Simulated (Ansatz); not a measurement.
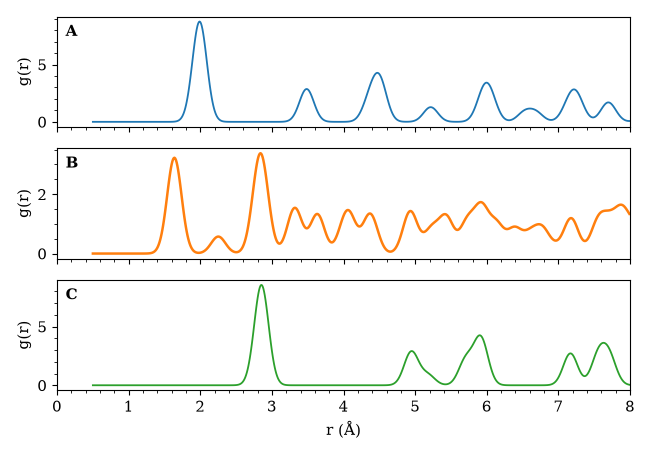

Calculated partial radial distribution functions of MoH4, each distance broadened by a Gaussian of σ = 0.10 Å. Basis of the simulation: the geometry relaxed with DFT PBE, scalar-relativistic, plane waves, PAW in Ansatz 0.2.0; the starting structure was generated, so it need not be a known form of this composition.

```
CELL_PARAMETERS angstrom
2.85646 0.00000 0.00000
-1.42823 2.47377 0.00000
0.00000 0.00000 5.18306
ATOMIC_POSITIONS crystal
H 0.33333 0.66667 0.21826
H 0.33333 0.66667 0.78174
H 0.66667 0.33333 0.21826
H 0.66667 0.33333 0.78174
Mo 0.00000 0.00000 0.00000
```

**Assign each lettered curve to its atom pair.**

panel A is H–Mo (first distance 2.00 Å); panel B is H–H (first distance 1.65 Å); panel C is Mo–Mo (first distance 2.86 Å).

**Give the first two coordination shells of each pair (distances closer than 0.12 Å counted as one shell; neighbours averaged over all atoms of the first element).**

```
 pair  first shell (Å)  neighbours in it  second shell (Å)  neighbours in the second
 H–Mo             2.00        3 Mo per H              3.49                         3
  H–H             1.65         3 H per H              2.26                         1
Mo–Mo             2.86       6 Mo per Mo              4.95                         6
```
